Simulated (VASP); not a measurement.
Band structure of NaH (rock salt). Calculation: SCAN meta-GGA, VASP's PBE PAW potentials (set 64) (plane waves; VASP 6.6.1).

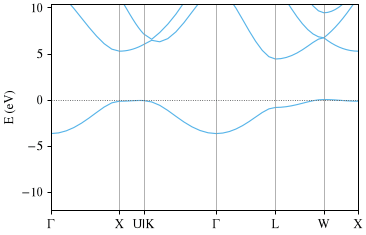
Figure. Bands along high-symmetry lines, zero at the valence-band maximum or, without a gap, the Fermi level

Q: Read the plot: is there a gap, and where are the band edges?

A: The gap is indirect, 4.40 eV, from the valence maximum at W to the conduction minimum at L.

The compound is NaH in the rock salt structure. It was relaxed first, which changed the volume by -7 %.
